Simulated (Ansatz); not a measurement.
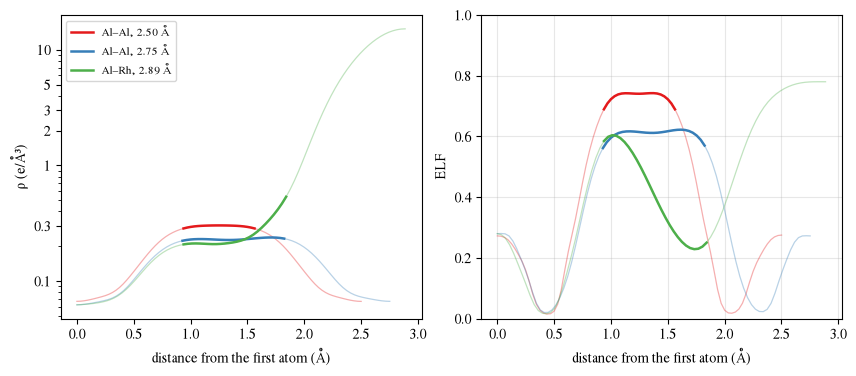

Al₅Rh. Valence charge density (pseudo) and electron localisation function along straight lines between neighbouring atoms. Thin, pale parts lie inside the atomic spheres.

Space group P6/mmm; a structure generated by program, which may or may not match a known phase; computed without spin polarisation.

Method: DFT PBE, scalar-relativistic, plane waves, PAW (Ansatz).

In a PAW calculation such maps are meaningful between the atoms, not at the nuclei.

```
CELL_PARAMETERS angstrom
5.00338 0.00000 0.00000
-2.50169 4.33305 0.00000
0.00000 0.00000 4.68851
ATOMIC_POSITIONS crystal
Al 0.33333 0.66667 0.00000
Al 0.66667 0.33333 0.00000
Al 0.50000 0.00000 0.50000
Al 0.50000 0.50000 0.50000
Al 0.00000 0.50000 0.50000
Rh 0.00000 0.00000 0.00000
```

> What can be read from the curves?

Al–Al (2.50 Å): ρ at the midpoint is about 0.3 e/Å³; the ELF peaks at about 0.75 between the atoms.
Al–Al (2.75 Å): the density is about 0.23 e/Å³ at the midpoint; the ELF peaks at about 0.60 between the atoms.
Al–Rh (2.89 Å): ρ at the midpoint is about 0.22 e/Å³; the ELF is about 0.35 at the midpoint.
